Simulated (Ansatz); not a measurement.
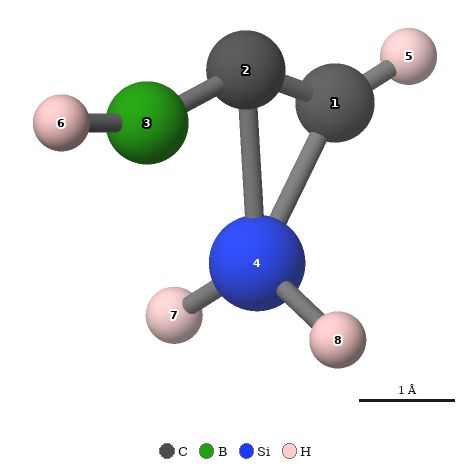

*The input geometry (ball-and-stick view, seen at a tilt; atoms are numbered from 1 in the order of the input).*

**Run report: C2H4BSi (charge +1), nudged elastic band**

- system: C2H4BSi, charge +1
- method: RKS PBE-D4/cc-pVDZ (Ansatz 0.2.0)

One setting was made poor on purpose. It belongs to a series of runs on one base structure; here: band between the two ends. Figures and captions count atoms from 1; the log counts them from 0 in places.

### The input
```yaml
crystal:
  periodic: [false, false, false]
  atoms:
    - { symbol: C, position_ang: [0.371915, 0.66418, -1.172133] }
    - { symbol: C, position_ang: [-0.027507, 1.107445, 0.002749] }
    - { symbol: B, position_ang: [-0.446979, 0.647351, 1.302981] }
    - { symbol: Si, position_ang: [0.072825, -0.955597, -0.149691] }
    - { symbol: H, position_ang: [0.681883, 1.082327, -2.140368] }
    - { symbol: H, position_ang: [-0.822239, 0.735866, 2.429619] }
    - { symbol: H, position_ang: [-1.173274, -1.671196, -0.55308] }
    - { symbol: H, position_ang: [1.343376, -1.610376, 0.279913] }
total_charge: 1
basis:
  gaussian: { orbitals: cc-pVDZ }
hamiltonian:
  xc: pbe
  dispersion: d4
neb:
  order_check: false
  images: 7
  f_tol: 0.05
  max_iterations: 60
  initial_path: idpp
  spring: 0.1
  final_atoms:
    - { symbol: C, position_ang: [0.37184599, 0.66411458, -1.17158735] }
    - { symbol: C, position_ang: [-0.02839605, 1.10783543, 0.00293849] }
    - { symbol: B, position_ang: [-0.44760264, 0.64756266, 1.3034099] }
    - { symbol: Si, position_ang: [0.07288342, -0.95583629, -0.14979958] }
    - { symbol: H, position_ang: [0.68242489, 1.08120741, -2.14003078] }
    - { symbol: H, position_ang: [-0.82254314, 0.73704919, 2.430344] }
    - { symbol: H, position_ang: [1.34367458, -1.61003933, 0.27964186] }
    - { symbol: H, position_ang: [-1.17228705, -1.67189364, -0.55492654] }
```

Run on 1 thread of Intel Xeon (Sapphire Rapids), 10 GiB of memory available, shared host.

Launch command:
```bash
ansatz run input.yaml --threads 1 --pin off --max-ram 2048MiB --backend cpu --events-out ev --progress --plain --runs-dir out
```

### The program's output
```
Engine: ansatz 0.2.0, x86_64-unknown-linux-gnu
Functional definition: PBE
  parameter kappa = 0.804
  parameter beta = 0.06672455060314922
  exchange = pbe_x(kappa = kappa, mu = beta*pi^2/3)
  correlation = pbe_c(beta = beta)
984 factors; their error is unknown
mean field evaluation 1: about -10662.6515 eV, gradient 6.4e1 eV
mean field evaluation 2: about -10612.1409 eV, gradient 1.3e2 eV
mean field evaluation 4: about -10671.6121 eV, gradient 3.1e1 eV
mean field evaluation 8: about -10674.4596 eV, gradient 7.9e-2 eV
mean field evaluation 16: about -10674.4276 eV, gradient 5.9e-5 eV
mean field -10674.42763869 eV, -392.2779803351 hartree, gradient 5.9e-5 eV, S^2 0.000000; 0 other end points of the search recorded, 0 dependent functions left out
the calculation of the forces begins
reference -10674.42767302 eV, -392.2779815965 hartree; 17, 17 occupied and 63, 63 virtual orbitals, 984 factors
984 factors; their error is unknown
mean field evaluation 32: about -10674.4276 eV, gradient 6.0e-5 eV
mean field -10674.42763610 eV, -392.2779802397 hartree, gradient 6.0e-5 eV, S^2 0.000000; 0 other end points of the search recorded, 0 dependent functions left out
[... from here on the field's lines of each further geometry are left out, up to the last ...]
NEB iter   1: max|band force component| = 2.131e0 eV/Å  barrier→ = 3.0260 eV  barrier← = 3.0260 eV  Δτ_max = 0.0982 Å  (300 SCF iters)
NEB iter   2: max|band force component| = 1.312e0 eV/Å  barrier→ = 2.8091 eV  barrier← = 2.8091 eV  Δτ_max = 0.1938 Å  (202 SCF iters)
NEB iter   3: max|band force component| = 1.890e0 eV/Å  barrier→ = 2.2986 eV  barrier← = 2.2986 eV  Δτ_max = 0.1033 Å  (233 SCF iters)
NEB iter   4: max|band force component| = 1.763e0 eV/Å  barrier→ = 2.0204 eV  barrier← = 2.0204 eV  Δτ_max = 0.1053 Å  (208 SCF iters)
NEB iter   5: max|band force component| = 1.368e0 eV/Å  barrier→ = 1.7142 eV  barrier← = 1.7142 eV  Δτ_max = 0.0993 Å  (215 SCF iters)
NEB iter   6: max|band force component| = 8.787e-1 eV/Å  barrier→ = 1.5185 eV  barrier← = 1.5185 eV  Δτ_max = 0.1985 Å  (207 SCF iters)
NEB iter   7: max|band force component| = 5.676e-1 eV/Å  barrier→ = 1.3720 eV  barrier← = 1.3720 eV  Δτ_max = 0.1976 Å  (217 SCF iters)
NEB iter   8: max|band force component| = 4.678e-1 eV/Å  barrier→ = 1.2953 eV  barrier← = 1.2953 eV  CI = image 4  Δτ_max = 0.1971 Å  (206 SCF iters)
NEB iter   9: max|band force component| = 8.311e-1 eV/Å  barrier→ = 1.2502 eV  barrier← = 1.2502 eV  CI = image 4  Δτ_max = 0.1013 Å  (218 SCF iters)
NEB iter  10: max|band force component| = 2.533e-1 eV/Å  barrier→ = 1.2352 eV  barrier← = 1.2352 eV  CI = image 4  Δτ_max = 0.1747 Å  (208 SCF iters)
NEB iter  11: max|band force component| = 6.835e-1 eV/Å  barrier→ = 1.2800 eV  barrier← = 1.2800 eV  CI = image 4  Δτ_max = 0.0892 Å  (220 SCF iters)
NEB iter  12: max|band force component| = 2.998e-1 eV/Å  barrier→ = 1.2343 eV  barrier← = 1.2343 eV  CI = image 4  Δτ_max = 0.0478 Å  (218 SCF iters)
NEB iter  13: max|band force component| = 6.903e-2 eV/Å  barrier→ = 1.2253 eV  barrier← = 1.2253 eV  CI = image 4  Δτ_max = 0.0353 Å  (215 SCF iters)
the calculation of the forces begins
reference -10674.13560927 eV, -392.2672484516 hartree; 17, 17 occupied and 63, 63 virtual orbitals, 984 factors
984 factors; their error is unknown
mean field -10673.19480970 eV, -392.2326747051 hartree, gradient 4.1e-5 eV, S^2 0.000000; 2 other end points of the search recorded, 0 dependent functions left out
the calculation of the forces begins
reference -10673.19484802 eV, -392.2326761133 hartree; 17, 17 occupied and 63, 63 virtual orbitals, 984 factors
NEB iter  14: max|band force component| = 2.708e-2 eV/Å  barrier→ = 1.2244 eV  barrier← = 1.2244 eV  CI = image 4  Δτ_max = 0.0000 Å  (464 SCF iters)
```

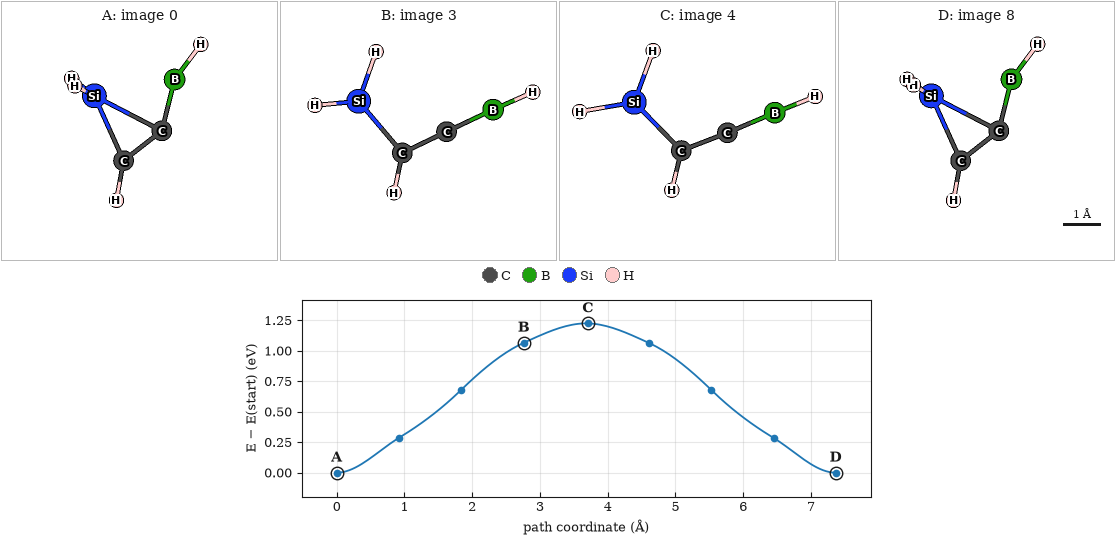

*Images of the last band (counted from 0; ball-and-stick, seen on its broad side) above the energy along the path; the line is a cubic interpolation that uses the forces.*

The highest image is number 4, 1.224 eV above the start and 1.224 eV above the end (the climbing image); start and end have the same energy. The path is 7.36 Å long. The band converged in 14 iterations.

```
Total energy: -10673.34107020 eV, -392.2380496794 hartree
Atom 0 at     0.655159     0.445201    -0.477289 Å, force     0.017116    -0.014991    -0.013306 eV/Å
Atom 1 at    -0.359177     0.938508     0.251868 Å, force    -0.015458    -0.013276     0.016661 eV/Å
Atom 2 at    -1.423797     1.409579     1.027322 Å, force     0.002936     0.025791    -0.011457 eV/Å
Atom 3 at     0.701143    -1.394200    -0.499600 Å, force     0.011506     0.019556     0.028180 eV/Å
Atom 4 at     1.395187     1.063572    -1.024962 Å, force    -0.000643     0.000031    -0.001552 eV/Å
Atom 5 at    -2.318643     1.833453     1.680453 Å, force    -0.004581    -0.015195     0.002597 eV/Å
Atom 6 at    -0.360195    -2.082042     0.301486 Å, force     0.002239     0.003589    -0.008839 eV/Å
Atom 7 at     1.710325    -2.214070    -1.259289 Å, force    -0.013116    -0.005505    -0.012284 eV/Å
Dipole moment:     0.080732    -0.403653    -0.056843 e Å
this run last wrote the band of iteration 14 to [file]
```

### The last band as extended XYZ (Å, eV, eV/Å)
```
8
Properties=species:S:1:pos:R:3:forces:R:3 image=0 energy=-10674.56544
C     0.3719    0.6642   -1.1721    0.0024  -0.0037  -0.0081
C    -0.0275    1.1074    0.0027   -0.0027   0.0056   0.0061
B    -0.4470    0.6474    1.3030   -0.0005   0.0007   0.0035
Si    0.0728   -0.9556   -0.1497   -0.0001  -0.0003   0.0005
H     0.6819    1.0823   -2.1404    0.0000  -0.0016   0.0015
H    -0.8222    0.7359    2.4296    0.0003  -0.0005  -0.0012
H    -1.1733   -1.6712   -0.5531   -0.0002  -0.0003  -0.0013
H     1.3434   -1.6104    0.2799    0.0008   0.0000  -0.0011
8
Properties=species:S:1:pos:R:3:forces:R:3 image=1 energy=-10674.28065
C     0.4465    0.5804   -1.0910    0.0172   0.0036  -0.0638
C     0.0014    0.8736    0.1331    0.0219   0.0554  -0.0576
B    -0.6613    0.9720    1.3672    0.0433  -0.0762  -0.0112
Si    0.2454   -1.1194   -0.3682   -0.0225   0.0617   0.0732
H     0.7785    1.2220   -1.9218   -0.0293  -0.0110  -0.0878
H    -1.2729    1.1373    2.3728    0.0691  -0.1447   0.0306
H    -1.0428   -1.8499   -0.5249   -0.0479   0.0346  -0.0904
H     1.5052   -1.8160    0.0328   -0.0518   0.0765   0.2071
8
Properties=species:S:1:pos:R:3:forces:R:3 image=2 energy=-10673.88895
C     0.4818    0.5374   -0.9375   -0.0073   0.0260  -0.1135
C    -0.0751    0.7239    0.2693    0.1025  -0.1014  -0.0037
B    -0.8993    1.1758    1.3229    0.1119  -0.0781   0.0025
Si    0.3988   -1.2423   -0.4944   -0.0525   0.0768   0.1186
H     0.9579    1.2486   -1.6311   -0.1087   0.0780  -0.1395
H    -1.6752    1.5137    2.1610    0.0993  -0.1170   0.0113
H    -0.8848   -1.9740   -0.3367   -0.1307   0.0075  -0.2327
H     1.6960   -1.9831   -0.3536   -0.0145   0.1081   0.3570
8
Properties=species:S:1:pos:R:3:forces:R:3 image=3 energy=-10673.49967
C     0.5492    0.4973   -0.7255   -0.0097  -0.0091  -0.0834
C    -0.2452    0.8766    0.2758    0.0092  -0.0135   0.0222
B    -1.1889    1.2964    1.2263    0.0408  -0.0278   0.0190
Si    0.5313   -1.3522   -0.6456   -0.0320   0.0300  -0.0224
H     1.2458    1.1339   -1.3018   -0.0260   0.0239  -0.0610
H    -2.0153    1.6855    1.9849    0.0428  -0.0464   0.0350
H    -0.6746   -1.9853   -0.0339   -0.0888   0.0267  -0.0897
H     1.7977   -2.1521   -0.7802    0.0636   0.0161   0.1803
8
Properties=species:S:1:pos:R:3:forces:R:3 image=4 energy=-10673.34103
C     0.6552    0.4452   -0.4773    0.0171  -0.0150  -0.0133
C    -0.3592    0.9385    0.2519   -0.0155  -0.0133   0.0167
B    -1.4238    1.4096    1.0273    0.0029   0.0258  -0.0115
Si    0.7011   -1.3942   -0.4996    0.0115   0.0196   0.0282
H     1.3952    1.0636   -1.0250   -0.0006   0.0000  -0.0016
H    -2.3186    1.8335    1.6805   -0.0046  -0.0152   0.0026
H    -0.3602   -2.0820    0.3015    0.0022   0.0036  -0.0088
H     1.7103   -2.2141   -1.2593   -0.0131  -0.0055  -0.0123
8
Properties=species:S:1:pos:R:3:forces:R:3 image=5 energy=-10673.50203
C     0.8549    0.5001   -0.3096    0.0458   0.0374   0.0408
C    -0.3437    0.8752    0.1404    0.0213  -0.0340  -0.0212
B    -1.5371    1.2911    0.7513   -0.0065  -0.0258  -0.0499
Si    0.7853   -1.3485   -0.2990   -0.0016  -0.0017   0.0389
H     1.6097    1.1384   -0.8055    0.0469   0.0203   0.0451
H    -2.5117    1.6804    1.3069   -0.0175  -0.0501  -0.0507
H    -0.1523   -1.9804    0.6768    0.0651   0.0338   0.1059
H     1.2947   -2.1562   -1.4613   -0.1536   0.0201  -0.1089
8
Properties=species:S:1:pos:R:3:forces:R:3 image=6 energy=-10673.88789
C     1.0347    0.5426   -0.1823    0.1064   0.0273   0.0412
C    -0.2847    0.7216   -0.0142    0.0269  -0.1018  -0.0977
B    -1.5412    1.1698    0.4489    0.0407  -0.0789  -0.1062
Si    0.6015   -1.2411   -0.2200   -0.1293   0.0777   0.0139
H     1.8339    1.2573   -0.4354    0.1002   0.0798   0.1447
H    -2.5764    1.5069    0.9320    0.0190  -0.1194  -0.0972
H     0.0700   -1.9650    0.9638    0.1816   0.0095   0.1939
H     0.8622   -1.9921   -1.4928   -0.3456   0.1057  -0.0927
8
Properties=species:S:1:pos:R:3:forces:R:3 image=7 energy=-10674.27999
C     1.1705    0.5874   -0.1030    0.0644   0.0034   0.0024
C    -0.1330    0.8715   -0.0489    0.0605   0.0552  -0.0049
B    -1.5099    0.9642    0.2105    0.0243  -0.0756  -0.0374
Si    0.4331   -1.1180   -0.1127   -0.0748   0.0618  -0.0005
H     2.0577    1.2352   -0.1764    0.0755  -0.0101   0.0552
H    -2.6542    1.1249    0.4888   -0.0069  -0.1458  -0.0734
H     0.2006   -1.8384    1.1698    0.0712   0.0361   0.0723
H     0.4352   -1.8269   -1.4282   -0.2143   0.0750  -0.0138
8
Properties=species:S:1:pos:R:3:forces:R:3 image=8 energy=-10674.56543
C     0.3722    0.6643   -1.1714    0.0015  -0.0021  -0.0066
C    -0.0287    1.1078    0.0030   -0.0010  -0.0042   0.0044
B    -0.4485    0.6474    1.3032   -0.0011   0.0007   0.0030
Si    0.0733   -0.9558   -0.1498   -0.0014   0.0072   0.0046
H     0.6832    1.0815   -2.1396    0.0000   0.0018   0.0014
H    -0.8240    0.7367    2.4300    0.0020  -0.0020  -0.0072
H     1.3440   -1.6096    0.2802    0.0021  -0.0008   0.0003
H    -1.1715   -1.6722   -0.5556   -0.0021  -0.0007   0.0000
```

### Key numbers

```tsv
quantity	value
outcome	converged
barrier, forward	1.224 eV
barrier, backward	1.224 eV
wall time	2.4 min
peak memory	0.13 GiB
```

A deliberately poor setting: spring. The order of the saddle point was not checked.
